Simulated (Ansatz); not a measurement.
# Calculations on GaSiNH₇Cl

Part 1: Relaxation

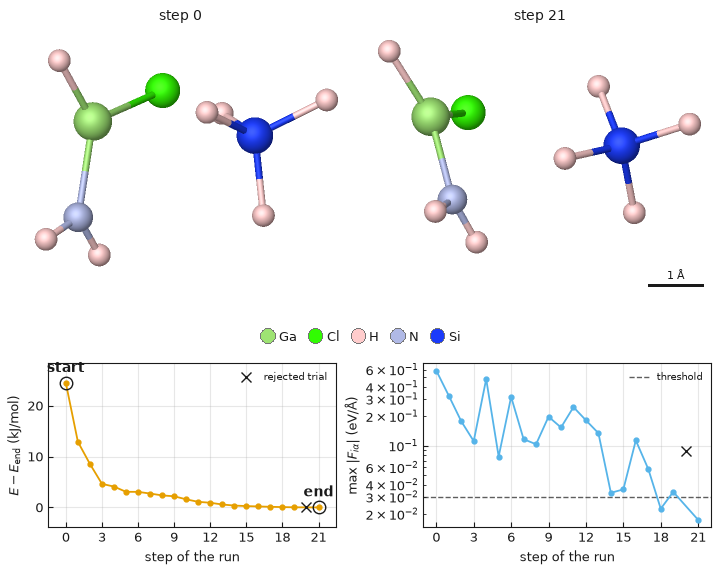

First and last geometry of a relaxation of GaSiNH7Cl, with the history of the run. Style: ball-and-stick. Shown at a tilt.

The run prepares an end point of a later path (reaction) calculation, from a guessed geometry.

Level of theory: RHF/def2-SVP in Ansatz. Set-up: no spin polarisation; force threshold 0.03 eV/Å; at most 50 steps.

**Did the run converge, and what did it change?**

It converged. The energy falls by 24.5 kJ/mol in 20 accepted moves (21 points after the start). The largest force component goes from 0.59 to 0.017 eV/Å. The line search rejected the trial step at point 20 of the run. The forces were under the threshold at step 18, but the run went on from there. The largest move after the best rigid fit is that of the Cl atom, 1.35 Å. By element the largest moves are Cl 1.35 Å, H 0.94 Å, Ga 0.62 Å, N 0.47 Å, Si 0.31 Å. Among the contacts that change: Ga–Si 3.536 → 4.382 Å, Cl–Ga 2.218 → 2.167 Å, H–Si 1.470 → 1.482 Å, Ga–N 1.800 → 1.807 Å. The run took 47 s on 2 threads of Arm Neoverse V2, with other jobs on the host, peak memory 0.27 GiB.

Limits of the set-up: the start holds two separate molecules, 2.5 Å apart at their closest, whose relative position is a soft coordinate and is computed without a dispersion correction; Hartree-Fock leaves out electron correlation.

Part 2: Relaxation

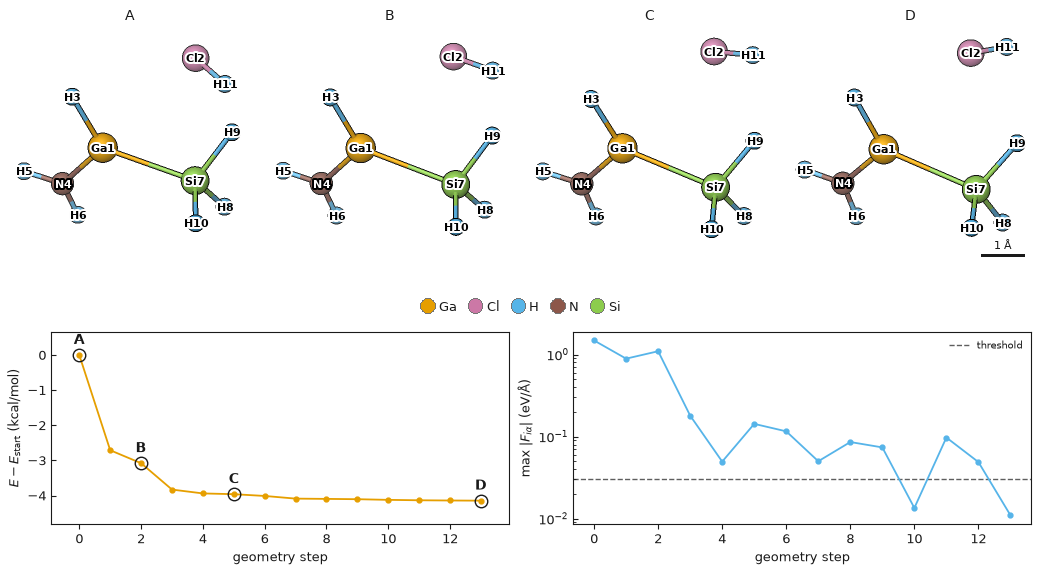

Frames of a relaxation of GaSiNH7Cl, marked on the history of the run. Style: ball-and-stick. Shown at a tilt.

The run prepares an end point of a later path (reaction) calculation, from a guessed geometry.

Method: RHF/def2-SVP (Ansatz 0.2.0).

The input:
```yaml
crystal:
  periodic: [false, false, false]
  atoms:
    - { symbol: Ga, position_ang: [-0.124514, 0.538305, -0.386621] }
    - { symbol: Cl, position_ang: [-0.626264, -0.049198, 2.966233] }
    - { symbol: H, position_ang: [1.154983, -0.380466, -0.432004] }
    - { symbol: "N", position_ang: [-1.614105, -0.086558, -1.218244] }
    - { symbol: H, position_ang: [-1.68558, -0.993001, -1.637873] }
    - { symbol: H, position_ang: [-2.505805, 0.36825, -1.211128] }
    - { symbol: Si, position_ang: [-0.176347, 2.666717, 0.635287] }
    - { symbol: H, position_ang: [-1.535659, 3.017724, 1.131259] }
    - { symbol: H, position_ang: [0.722311, 2.698894, 1.826769] }
    - { symbol: H, position_ang: [0.274135, 3.765044, -0.25991] }
    - { symbol: H, position_ang: [-0.147254, 1.178189, 2.851532] }
basis:
  gaussian: { orbitals: def2-SVP }
hamiltonian:
  xc: hf
relax:
  f_tol: 0.03
  max_steps: 50
output:
  orbitals: {}
```

Launched with:
```bash
ansatz run input.yaml --threads 2 --pin off --max-ram 3072MiB --backend cpu --events-out ev --progress --plain --runs-dir out
```

What happens along the run?

Answer. Over 13 geometry steps the energy falls by 4.14 kcal/mol. The largest force component goes from 1.5 to 0.011 eV/Å. The forces were under the threshold at step 10, but the run went on from there. H11 moves most after the best rigid fit: 0.88 Å. By element the largest moves are H 0.88 Å, Cl 0.23 Å, Si 0.22 Å, Ga 0.04 Å, N 0.03 Å. Some distances before and after: Ga1–Cl2 3.441 → 3.527 Å, Ga1–Si7 2.362 → 2.447 Å, Cl2–H11 1.323 → 1.274 Å. From step 0 to 2: H11 moves most (0.39 Å), energy −3.08 kcal/mol. From step 2 to 5: H11 moves most (0.37 Å), energy −0.88 kcal/mol. From step 5 to 13: H11 moves most (0.23 Å), energy −0.18 kcal/mol.

Limits of the set-up: Hartree-Fock leaves out electron correlation.

Part 3: Path

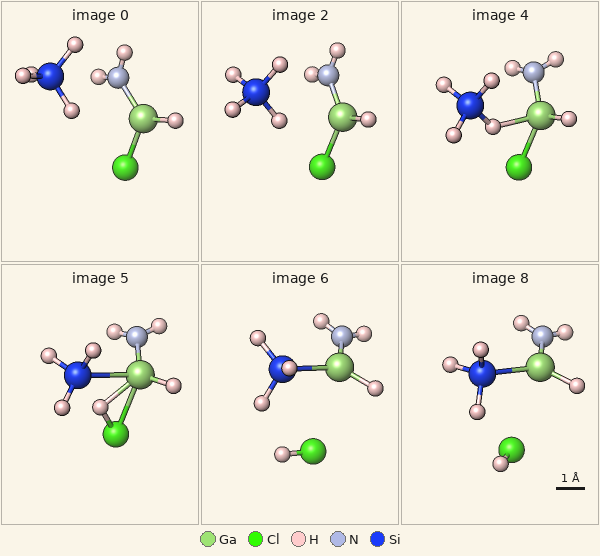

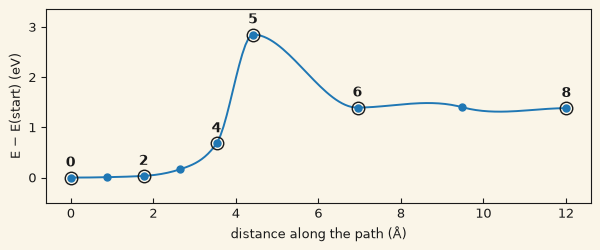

A nudged-elastic-band calculation for GaSiNH₇Cl, made up at the start of GaNH3Cl and SiH4. Images are numbered from 0 (start) to 8 (end). A ball-and-stick model, seen from a free direction.

All numbers below come from RHF/def2-SVP in Ansatz. Run with 7 movable images; climbing image; force threshold 0.05 eV/Å; iteration limit 60; starting path through a guess of the saddle point.

Q: Describe the mechanism and the energy profile.

A: The path has more than one stage, and so few images may leave a stage unresolved. Breaking: Cl–Ga (2.17 → 3.53 Å), H–Si (1.48 → 3.72 Å). Forming: Cl–H (4.44 → 1.27 Å), Ga–Si (4.38 → 2.45 Å). Forward barrier 2.85 eV, backward barrier 1.47 eV, with image 5 at the top; the reaction energy is +1.38 eV. The band converged in 31 iterations. The largest component of the band force went from 7.3 to 0.025 eV/Å. The climbing image converged on the top of the path. Its vibrational analysis gives one imaginary mode (1483i cm⁻¹), as a transition state must have.

Limits of the set-up: the start holds two separate molecules, 3.1 Å apart at their closest, whose relative position is a soft coordinate and is computed without a dispersion correction; Hartree-Fock leaves out electron correlation.

Cost: 6.5 min on 2 threads of Arm Neoverse V2 (shared host), peak memory 0.33 GiB.
